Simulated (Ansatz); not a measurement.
# AgGeF3 (model cell, started as cubic perovskite with Ge in the octahedra): following an unstable mode, part 2 of 4

Wanted: the energy along a soft mode of AgGeF3 (model cell, started as cubic perovskite with Ge in the octahedra) and the structure at the end.

Ansatz 0.2.0; DFT PBEsol, scalar-relativistic, plane waves, PAW; PAW set soft_1.

So far, highest frequency on the path or at a solved wavevector (cm⁻¹): step 2 (phonons on a q mesh) 344. Also lowest frequency on the path (cm⁻¹): step 2 -190.

The structure was built from a prototype and need not be the compound's stable phase.

### Step 4. The mode frozen in, largest atomic shift 0.22 Å

The atoms are moved along the unstable eigenvector, the largest shift by 0.22 Å, with the cell fixed.

input.yaml

```yaml
crystal:
  lattice:
    - [4.2639971677, 0.0, 0.0]
    - [0.0, 4.2639971677, 0.0]
    - [0.0, 0.0, 8.5279943354]
  atoms:
    - { symbol: Ag, position: [0.0, 0.0, 0.0] }
    - { symbol: Ag, position: [0.0, 0.0, 0.5] }
    - { symbol: Ge, position: [0.4983938117, 0.5043719078, 0.25] }
    - { symbol: Ge, position: [0.5016061883, 0.4956280922, 0.75] }
    - { symbol: F, position: [0.5, 0.5, 0.0] }
    - { symbol: F, position: [0.5, 0.5, 0.5] }
    - { symbol: F, position: [0.4933981056, -0.0511706597, 0.25] }
    - { symbol: F, position: [0.5066018944, 0.0511706597, 0.75] }
    - { symbol: F, position: [0.0187995077, 0.5179697945, 0.25] }
    - { symbol: F, position: [-0.0187995077, 0.4820302055, 0.75] }
kpoints:
  mp_grid: { grid: [8, 8, 4] }
hamiltonian:
  xc: pbesol
  pseudopotentials: { kind: paw, azcp: { folder: soft_1 }, xc_functional: pbe }
scf:
  occupations: { method: methfessel_paxton, width: 0.2 }
output:
  forces: true
  stress: true
  eigenvalues: true
```

Command:

```sh
$ ansatz run input.yaml --threads 4 --pin off --max-ram 16384MiB --backend cpu --events-out ev --progress --plain --runs-dir out
```

Numbers of over 12 decimals in the logs are rounded to 6 here.

Log:

```text
[...]
Crystal: 10 atoms, lattice volume = 155.053 Å³
Basis set: ecut = 420 eV, 3013 PW (Γ), exchange–correlation on 60×60×120 points (8 copies of the dense FFT grid, shifted against one another)
Bands: 65, of which v1, the nominal top of the filled ones, is band 54 counted from 1 (53 counted from 0)
Symmetry: 4 space group operations
[...]
k-points: 102 of 256
[...]
k-point 0: bands = [... 50 lower, 3.8278, 3.9031, 3.9656, 5.6218, 6.9295, 8.0545, 11.4931, 12.4706, ... 7 higher]
  k-point 1: bands = [... 50 lower, 3.7835, 3.8620, 3.9187, 5.1621, 7.0946, 7.9310, 11.5571, 13.1927, ... 7 higher]
  k-point 2: bands = [... 50 lower, 3.7974, 3.7974, 4.1995, 4.1995, 7.5132, 7.5132, 12.2457, 12.2457, ... 7 higher]
  k-point 101: bands = [... 50 lower, 3.7969, 3.7969, 7.4325, 7.4325, 8.6566, 8.6566, 10.4368, 10.4368, ... 7 higher]
[key lines of the parts left out:]
SCF converged after 9 iterations
Free energy (F): -28351.317814 eV
Fermi energy:    7.443527 eV
P = ⅓ Tr σ = 1.1465 GPa (11.465 kbar)
```

Run time: 15 s. Hardware: 4 threads of Arm Neoverse V2, shared host; peak memory 0.96 GiB; 58 s of CPU time.

Numbers from this step:

- pressure: 1.147 GPa
- energy from the undistorted cell: -7.194 meV/atom

The energy, extrapolated to zero smearing, is -7.19 meV/atom against the undistorted cell.

The run ends at a pressure of 1.15 GPa, with forces up to 0.40 eV/Å.

### Step 5. Energy along the mode, all amplitudes (two of the runs are shown above)

An imaginary frequency means negative curvature, so the energy should fall and then rise again as anharmonic terms take over.

Numbers from this step:

* depth at the lowest point sampled: 7.194 meV/atom
* largest atomic shift at that point: 0.22 Å

Energy from the parent against largest atomic shift:

```
largest atomic shift (Å)  energy from the parent (meV/atom)
                   0.000                                  0
                   0.040                             -0.487
                   0.080                              -1.84
                   0.140                              -4.78
                   0.220                              -7.19
                   0.320                               3.17
                   0.450                               77.1
```

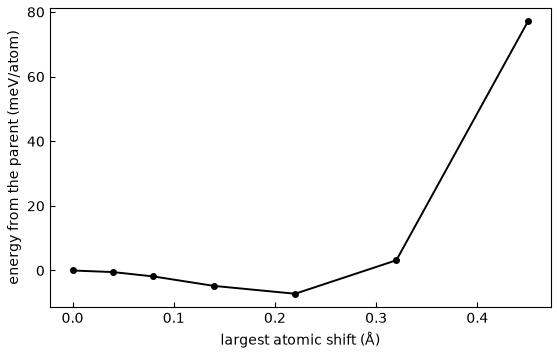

Energy from the parent, plotted against largest atomic shift.

Displacement at unit largest shift by atom:

```
atom  x (Å)  y (Å)  z (Å)  size
 Ag1   0.00   0.00   0.00  0.00
 Ag2   0.00   0.00   0.00  0.00
 Ge3  -0.03   0.09   0.00  0.09
 Ge4   0.03  -0.09   0.00  0.09
  F5   0.00   0.00   0.00  0.00
  F6   0.00   0.00   0.00  0.00
  F7  -0.13  -0.99   0.00  1.00
  F8   0.13   0.99   0.00  1.00
  F9   0.36   0.35   0.00  0.50
 F10  -0.36  -0.35   0.00  0.50
```

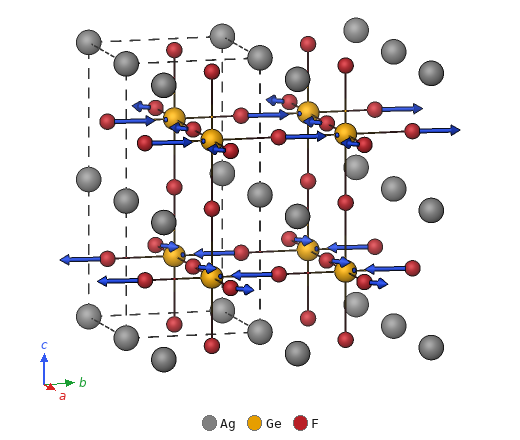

Displacement at unit largest shift as arrows, the longest 1.00 Å. 2×2×1 cells are drawn. Some periodic images of atoms are drawn too.

The lowest of the steps tried is at 0.22 Å, 7.19 meV/atom below the parent; the bottom of the well need not coincide with a step.

### Step 6. Relaxing from the distorted cell

Starting from the lowest point found, all atoms and the cell are let go, so that strain and other modes of the same symmetry can join in.

Edit input.yaml of step 4 so:

```diff
@@ -27 +27,6 @@
   eigenvalues: true
+relax:
+  adjacent_minimum: "off"
+  f_tol: 0.002
+  max_steps: 120
+  cell: { stress_tol: 0.03 }
```

Log:

```text
[...]
Crystal: 10 atoms, lattice volume = 155.053 Å³
Basis set: ecut = 420 eV, 3013 PW (Γ), exchange–correlation on 60×60×120 points (8 copies of the dense FFT grid, shifted against one another)
Bands: 65, of which v1, the nominal top of the filled ones, is band 54 counted from 1 (53 counted from 0)
Symmetry: 4 space group operations
[...]
k-points: 102 of 256
[...]
SCF iter   1: F=—  HF=-28368.102195 eV  |F-HF|=—  |Δ(HF+E_count)|=         —  Δρ=2.12e-1  dr2=6.76e1  ethr=3.10e-3  ⟨swp⟩=5.7  Hψ=22523  notcnv=0  defer=6
[...]
SCF iter   9: F=-28351.317814 eV  HF=-28351.317814 eV  |F-HF|=9.92e-8  |Δ(HF+E_count)|=   1.70e-6  S|Δr|=    0.00e0  Δρ=7.81e-6  dr2=5.56e-8  ethr=9.26e-11  ⟨swp⟩=9.9  Hψ=36682  notcnv=0
SCF 1 converged in 9 iterations: F = -28351.317814 eV  dr2 = 5.56e-8
[...]
relax step   1: F+E_penalty+E_count = -28351.31781446 eV  Δ(F+E_penalty+E_count) = +0.000e0 eV  max|allowed force component| = 4.012e-1 eV/Å  Δτ_max = 0.0000 Å  P = +1.147 GPa  Ω = 155.053 Å³  (9 SCF iters, dr2 threshold 1.00e-7 eV, accepted)
Crystal: 10 atoms, lattice volume = 157.563 Å³
Basis set: ecut = 420 eV, 3069 PW (Γ), exchange–correlation on 60×60×120 points (8 copies of the dense FFT grid, shifted against one another)
[...]
SCF iter   7: F=-28351.380442 eV  HF=-28351.380442 eV  |F-HF|=1.87e-8  |Δ(HF+E_count)|=   7.78e-7  S|Δr|=    0.00e0  Δρ=6.16e-6  dr2=3.04e-8  ethr=9.26e-10  ⟨swp⟩=8.0  Hψ=25988  notcnv=0
SCF 2 converged in 7 iterations: F = -28351.380442 eV  dr2 = 3.04e-8
relax step   2: F+E_penalty+E_count = -28351.38044200 eV  Δ(F+E_penalty+E_count) = -6.263e-2 eV  max|allowed force component| = 1.906e-1 eV/Å  Δτ_max = 0.0697 Å  P = -0.024 GPa  Ω = 157.563 Å³  energy of the carried Pulay correction = -4.930e-3 eV  (7 SCF iters, dr2 threshold 1.00e-6 eV, accepted)
Crystal: 10 atoms, lattice volume = 160.184 Å³
Basis set: ecut = 420 eV, 3107 PW (Γ), exchange–correlation on 60×60×120 points (8 copies of the dense FFT grid, shifted against one another)
[...]
SCF iter  10: F=-28351.573367 eV  HF=-28351.573368 eV  |F-HF|=4.14e-7  |Δ(HF+E_count)|=   5.10e-7  S|Δr|=    0.00e0  Δρ=2.41e-5  dr2=9.91e-7  ethr=9.26e-10  ⟨swp⟩=6.1  Hψ=28659  notcnv=0
SCF 3 converged in 10 iterations: F = -28351.573367 eV  dr2 = 9.91e-7
relax step   3: F+E_penalty+E_count = -28351.57336732 eV  Δ(F+E_penalty+E_count) = -1.929e-1 eV  max|allowed force component| = 3.664e-1 eV/Å  Δτ_max = 0.1820 Å  P = -2.194 GPa  Ω = 160.184 Å³  energy of the carried Pulay correction = -9.996e-3 eV  (10 SCF iters, dr2 threshold 1.00e-6 eV, accepted)
[... from here on, the SCF cycles and remarks between the steps are left out ...]
relax step   4: F+E_penalty+E_count = -28351.83268908 eV  Δ(F+E_penalty+E_count) = -2.593e-1 eV  max|allowed force component| = 8.021e-1 eV/Å  Δτ_max = 0.1538 Å  P = -4.225 GPa  Ω = 159.108 Å³  energy of the carried Pulay correction = -7.926e-3 eV  (9 SCF iters, dr2 threshold 1.00e-6 eV, accepted)
relax step   5: F+E_penalty+E_count = -28352.24291333 eV  Δ(F+E_penalty+E_count) = -4.102e-1 eV  max|allowed force component| = 4.135e-1 eV/Å  Δτ_max = 0.0760 Å  P = -2.822 GPa  Ω = 152.050 Å³  energy of the carried Pulay correction = +6.005e-3 eV  (8 SCF iters, dr2 threshold 1.00e-6 eV, accepted)
relax step   6: F+E_penalty+E_count = -28352.53328939 eV  Δ(F+E_penalty+E_count) = -2.904e-1 eV  max|allowed force component| = 2.944e-1 eV/Å  Δτ_max = 0.0492 Å  P = -0.052 GPa  Ω = 144.555 Å³  energy of the carried Pulay correction = +2.152e-2 eV  (8 SCF iters, dr2 threshold 1.00e-6 eV, accepted)
relax step   7: F+E_penalty+E_count = -28352.62930555 eV  Δ(F+E_penalty+E_count) = -9.602e-2 eV  max|allowed force component| = 2.297e-1 eV/Å  Δτ_max = 0.1308 Å  P = +0.193 GPa  Ω = 142.306 Å³  energy of the carried Pulay correction = +2.632e-2 eV  (7 SCF iters, dr2 threshold 1.00e-6 eV, accepted)
relax step   8: F+E_penalty+E_count = -28352.65087857 eV  Δ(F+E_penalty+E_count) = -2.157e-2 eV  max|allowed force component| = 4.680e-2 eV/Å  Δτ_max = 0.0335 Å  P = +0.076 GPa  Ω = 143.501 Å³  energy of the carried Pulay correction = +2.376e-2 eV  (7 SCF iters, dr2 threshold 1.00e-6 eV, accepted)
relax step   9: F+E_penalty+E_count = -28352.65298107 eV  Δ(F+E_penalty+E_count) = -2.102e-3 eV  max|allowed force component| = 1.343e-2 eV/Å  Δτ_max = 0.0222 Å  P = -0.070 GPa  Ω = 143.684 Å³  energy of the carried Pulay correction = +2.337e-2 eV  (6 SCF iters, dr2 threshold 5.28e-7 eV, accepted)
relax step  10: F+E_penalty+E_count = -28352.65328663 eV  Δ(F+E_penalty+E_count) = -3.056e-4 eV  max|allowed force component| = 3.340e-3 eV/Å  Δτ_max = 0.0061 Å  P = +0.014 GPa  Ω = 143.584 Å³  energy of the carried Pulay correction = +2.358e-2 eV  (6 SCF iters, dr2 threshold 5.33e-8 eV, accepted)
relax step  11: F+E_penalty+E_count = -28352.65324928 eV  Δ(F+E_penalty+E_count) = +3.735e-5 eV  max|allowed force component| = 1.246e-3 eV/Å  Δτ_max = 0.0021 Å  P = -0.008 GPa  Ω = 143.605 Å³  energy of the carried Pulay correction = +2.354e-2 eV  (7 SCF iters, dr2 threshold 6.97e-10 eV, accepted)
relax step  12: F+E_penalty+E_count = -28352.86137430 eV  Δ(F+E_penalty+E_count) = -2.081e-1 eV  max|allowed force component| = 4.793e-3 eV/Å  Δτ_max = 0.0000 Å  P = +1.768 GPa  Ω = 143.605 Å³  stress off target by 4.84e0 GPa  SCF on the basis re-selected at this cell (its energy is not comparable with the rows above)  (10 SCF iters)
relax step  13: F+E_penalty+E_count = -28352.96380033 eV  Δ(F+E_penalty+E_count) = -1.024e-1 eV  max|allowed force component| = 3.043e-2 eV/Å  Δτ_max = 0.0626 Å  P = +1.136 GPa  Ω = 146.662 Å³  energy of the carried Pulay correction = -6.953e-3 eV  (7 SCF iters, dr2 threshold 1.00e-6 eV, accepted)
relax step  14: F+E_penalty+E_count = -28353.00403049 eV  Δ(F+E_penalty+E_count) = -4.023e-2 eV  max|allowed force component| = 5.829e-2 eV/Å  Δτ_max = 0.0532 Å  P = -0.023 GPa  Ω = 152.027 Å³  energy of the carried Pulay correction = -1.845e-2 eV  (7 SCF iters, dr2 threshold 1.00e-6 eV, accepted)
relax step  15: F+E_penalty+E_count = -28353.00841800 eV  Δ(F+E_penalty+E_count) = -4.388e-3 eV  max|allowed force component| = 2.329e-2 eV/Å  Δτ_max = 0.0402 Å  P = +0.283 GPa  Ω = 151.796 Å³  energy of the carried Pulay correction = -1.812e-2 eV  (7 SCF iters, dr2 threshold 2.59e-7 eV, accepted)
relax step  16: F+E_penalty+E_count = -28353.00918517 eV  Δ(F+E_penalty+E_count) = -7.672e-4 eV  max|allowed force component| = 2.595e-2 eV/Å  Δτ_max = 0.0211 Å  P = +0.160 GPa  Ω = 152.247 Å³  energy of the carried Pulay correction = -1.911e-2 eV  (6 SCF iters, dr2 threshold 4.49e-7 eV, accepted)
relax step  17: F+E_penalty+E_count = -28353.00896820 eV  Δ(F+E_penalty+E_count) = +2.170e-4 eV  max|allowed force component| = 1.180e-2 eV/Å  Δτ_max = 0.0180 Å  P = -0.011 GPa  Ω = 152.559 Å³  energy of the carried Pulay correction = -1.980e-2 eV  (7 SCF iters, dr2 threshold 1.12e-7 eV, accepted)
relax step  18: F+E_penalty+E_count = -28353.00897459 eV  Δ(F+E_penalty+E_count) = -6.389e-6 eV  max|allowed force component| = 1.191e-3 eV/Å  Δτ_max = 0.0028 Å  P = +0.002 GPa  Ω = 152.578 Å³  energy of the carried Pulay correction = -1.983e-2 eV  (6 SCF iters, dr2 threshold 8.70e-9 eV, accepted)
relax step  19: F+E_penalty+E_count = -28353.06427061 eV  Δ(F+E_penalty+E_count) = -5.530e-2 eV  max|allowed force component| = 2.322e-3 eV/Å  Δτ_max = 0.0000 Å  P = +0.579 GPa  Ω = 152.578 Å³  stress off target by 1.29e0 GPa  SCF on the basis re-selected at this cell (its energy is not comparable with the rows above)  (8 SCF iters)
relax step  20: F+E_penalty+E_count = -28353.07521869 eV  Δ(F+E_penalty+E_count) = -1.095e-2 eV  max|allowed force component| = 1.423e-2 eV/Å  Δτ_max = 0.0178 Å  P = +0.215 GPa  Ω = 155.528 Å³  energy of the carried Pulay correction = -6.935e-3 eV  (6 SCF iters, dr2 threshold 1.00e-6 eV, accepted)
relax step  21: F+E_penalty+E_count = -28353.07393485 eV  Δ(F+E_penalty+E_count) = +1.284e-3 eV  max|allowed force component| = 3.442e-2 eV/Å  Δτ_max = 0.0127 Å  P = +0.103 GPa  Ω = 157.784 Å³  energy of the carried Pulay correction = -1.307e-2 eV  (6 SCF iters, dr2 threshold 6.38e-7 eV, accepted)
relax step  22: F+E_penalty+E_count = -28353.07287407 eV  Δ(F+E_penalty+E_count) = +1.061e-3 eV  max|allowed force component| = 1.140e-2 eV/Å  Δτ_max = 0.0063 Å  P = -0.010 GPa  Ω = 158.271 Å³  energy of the carried Pulay correction = -1.455e-2 eV  (6 SCF iters, dr2 threshold 8.24e-8 eV, accepted)
relax step  23: F+E_penalty+E_count = -28353.07279173 eV  Δ(F+E_penalty+E_count) = +8.234e-5 eV  max|allowed force component| = 1.984e-3 eV/Å  Δτ_max = 0.0020 Å  P = +0.003 GPa  Ω = 158.306 Å³  energy of the carried Pulay correction = -1.465e-2 eV  (6 SCF iters, dr2 threshold 8.12e-9 eV, accepted)
relax step  24: F+E_penalty+E_count = -28353.09194709 eV  Δ(F+E_penalty+E_count) = -1.916e-2 eV  max|allowed force component| = 2.387e-3 eV/Å  Δτ_max = 0.0000 Å  P = +0.074 GPa  Ω = 158.306 Å³  stress off target by 2.81e-1 GPa  SCF on the basis re-selected at this cell (its energy is not comparable with the rows above)  (8 SCF iters)
relax step  25: F+E_penalty+E_count = -28353.09148241 eV  Δ(F+E_penalty+E_count) = +4.647e-4 eV  max|allowed force component| = 6.936e-3 eV/Å  Δτ_max = 0.0067 Å  P = +0.104 GPa  Ω = 159.184 Å³  energy of the carried Pulay correction = -1.921e-3 eV  (6 SCF iters, dr2 threshold 1.97e-7 eV, accepted)
relax step  26: F+E_penalty+E_count = -28353.08976204 eV  Δ(F+E_penalty+E_count) = +1.720e-3 eV  max|allowed force component| = 1.034e-2 eV/Å  Δτ_max = 0.0070 Å  P = -0.023 GPa  Ω = 160.048 Å³  energy of the carried Pulay correction = -3.819e-3 eV  (7 SCF iters, dr2 threshold 3.25e-8 eV, accepted)
relax step  27: F+E_penalty+E_count = -28353.08995558 eV  Δ(F+E_penalty+E_count) = -1.935e-4 eV  max|allowed force component| = 1.894e-3 eV/Å  Δτ_max = 0.0013 Å  P = +0.008 GPa  Ω = 160.002 Å³  energy of the carried Pulay correction = -3.757e-3 eV  (5 SCF iters, dr2 threshold 3.73e-8 eV, accepted)
relax step  28: F+E_penalty+E_count = -28353.09424200 eV  Δ(F+E_penalty+E_count) = -4.286e-3 eV  max|allowed force component| = 1.914e-3 eV/Å  Δτ_max = 0.0000 Å  P = +0.019 GPa  Ω = 160.002 Å³  stress off target by 7.27e-2 GPa  SCF on the basis re-selected at this cell (its energy is not comparable with the rows above)  (7 SCF iters)
relax step  29: F+E_penalty+E_count = -28353.09366966 eV  Δ(F+E_penalty+E_count) = +5.723e-4 eV  max|allowed force component| = 2.908e-4 eV/Å  Δτ_max = 0.0020 Å  P = +0.007 GPa  Ω = 160.322 Å³  energy of the carried Pulay correction = -6.748e-4 eV  (6 SCF iters, dr2 threshold 1.32e-8 eV, accepted)
relax step  30: F+E_penalty+E_count = -28353.09341087 eV  Δ(F+E_penalty+E_count) = +2.588e-4 eV  max|allowed force component| = 1.668e-4 eV/Å  Δτ_max = 0.0008 Å  P = +0.001 GPa  Ω = 160.448 Å³  energy of the carried Pulay correction = -9.413e-4 eV  (8 SCF iters, accepted)
[...]
SCF iter   5: F=-28353.094373 eV  HF=-28353.094373 eV  |F-HF|=1.24e-10  |Δ(HF+E_count)|=  2.69e-10  S|Δr|=    0.00e0  Δρ=1.68e-7  dr2=1.90e-11  ethr=1.00e-12  ⟨swp⟩=5.4  Hψ=23512  notcnv=0
SCF 31 converged in 5 iterations: F = -28353.094373 eV  dr2 = 1.90e-11
relax step  31: F+E_penalty+E_count = -28353.09437258 eV  Δ(F+E_penalty+E_count) = -9.617e-4 eV  max|allowed force component| = 2.025e-4 eV/Å  Δτ_max = 0.0000 Å  P = +0.003 GPa  Ω = 160.448 Å³  stress off target by 1.41e-2 GPa  SCF on the basis re-selected at this cell (its energy is not comparable with the rows above)  (5 SCF iters)
[...]
SCF converged after 5 iterations
[...]
Free energy (F): -28353.094373 eV
[...]
Internal energy: -28353.094373 eV  (E = F + TS)
E sigma→0 (E₀):  -28353.094373 eV
Fermi energy:    6.570127 eV
Step filling:    the computed levels leave a gap of 1.8493 eV = 9.2 smearing widths at the electron count; against every level under it full and every level over it empty, smearing changes F+E_penalty+E_count by +5.49e-10 meV and its σ→0 estimate by -5.61e-9 meV
[...]
--- Forces (eV/Å), atoms counted from 1 ---
  atom   1  Ag    -0.00000000     0.00000000     0.00000000
  atom   2  Ag     0.00000000     0.00000000     0.00000000
  atom   3  Ge     0.00014150    -0.00020253    -0.00000000
  atom   4  Ge    -0.00014150     0.00020253     0.00000000
  atom   5  F     -0.00000000     0.00000000    -0.00000000
  atom   6  F      0.00000000     0.00000000    -0.00000000
  atom   7  F      0.00002362     0.00013868     0.00000000
  atom   8  F     -0.00002362    -0.00013868    -0.00000000
  atom   9  F     -0.00008319     0.00003614     0.00000000
  atom  10  F      0.00008319    -0.00003614    -0.00000000
  max |Σ_I F_I| component: 2.71e-20 eV/Å
--- Stress (GPa, compression-positive) ---
        0.004903       0.009395       0.000000
        0.009395       0.004442      -0.000000
        0.000000      -0.000000      -0.000372
  P = ⅓ Tr σ = 0.0030 GPa (0.030 kbar)
--- Band table (eV; the first three rows and the last of 102) ---
  k-point 0: bands = [... 50 lower, 3.5010, 3.5467, 3.7717, 4.1438, 7.4835, 8.5309, 11.2638, 11.5326, ... 7 higher]
  k-point 1: bands = [... 50 lower, 3.5087, 3.5416, 3.8552, 4.1316, 7.7083, 8.4551, 11.2983, 11.4133, ... 7 higher]
  k-point 2: bands = [... 50 lower, 3.5266, 3.5266, 4.0238, 4.0238, 8.1575, 8.1575, 11.1865, 11.1865, ... 7 higher]
  k-point 101: bands = [... 50 lower, 3.4916, 3.4916, 4.6443, 4.6443, 8.7152, 8.7152, 9.4002, 9.4002, ... 7 higher]
--- Relaxed structure (26 steps of the walk, 26 accepted, 5 SCFs on fresh bases) ---
  F+E_penalty+E_count = -28353.09437258 eV   max|allowed force component| = 2.025e-4 eV/Å   (the final SCF, on the basis selected at the relaxed cell)
  cell:  # Å, volume = 160.4485 Å³
    - [4.530281, 1.177511, 0.0]
    - [1.177511, 4.531227, 0.0]
    - [0.0, 0.0, 8.382361]
  atoms:
    - { symbol: Ag, position: [1.1187834727173256e-19, 6.248659964097301e-19, 0] }
    - { symbol: Ag, position: [1.1187834727173256e-19, 6.248659964097301e-19, 0.500000] }
    - { symbol: Ge, position: [0.572938, 0.427007, 0.250000] }
    - { symbol: Ge, position: [0.427062, 0.572993, 0.750000] }
    - { symbol: F, position: [0.500000, 0.5, 0] }
    - { symbol: F, position: [0.500000, 0.5, 0.500000] }
    - { symbol: F, position: [0.454386, -0.139219, 0.250000] }
    - { symbol: F, position: [0.545614, 0.139219, 0.750000] }
    - { symbol: F, position: [0.139125, 0.545392, 0.250000] }
    - { symbol: F, position: [-0.139125, 0.454608, 0.750000] }
```

It took 6.8 min on 4 threads; peak memory 1 GiB.

(Part 2 of 4 ends here.)

[Logs are printed without paths, hosts, clocks, repeated set-up lines and the standing remarks that a program may print on its own settings, such as how far it seeks lower states.]

[Hosts, paths, dates, database ids (printed as entryN), source tags and the programs' standing remarks are cut or masked in the printed files.]
